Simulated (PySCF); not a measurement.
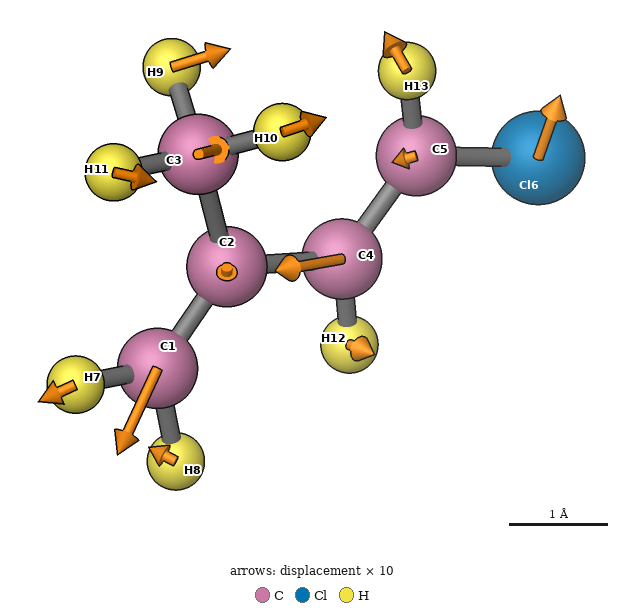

A relaxation of C5H7Cl. The starting structure is drawn; orange arrows show the displacements, magnified 10 times. The two geometries are superimposed by the best rigid fit.

The picture is a ball-and-stick view, seen from a free direction.

The start comes from MMFF94s. Its atoms were then displaced at random by about 0.03 Å.

The calculation used PySCF, PBE0-D3(BJ)/def2-SVP geometry optimisation, gas phase. 

> What did the optimiser do to the structure, and how much energy did it gain?

Over 9 geometry steps the energy falls by 79.1 kJ/mol. C1 moves most after the best rigid fit: 0.10 Å. Largest moves by element: C 0.10 Å, Cl 0.08 Å, H 0.07 Å. Some distances before and after: C2–C4 1.573 → 1.461 Å, C1–C2 1.259 → 1.345 Å, C1–H8 1.158 → 1.093 Å, C3–H10 1.051 → 1.102 Å. Among the angles between lasting bonds that change: C5–C4–H12 126.8° → 118.5°, H7–C1–H8 110.6° → 117.4°, C4–C5–Cl6 116.6° → 122.9°. Cost: 49 s on 1 thread of Intel(R) Xeon(R) Platinum 8488C (shared host).
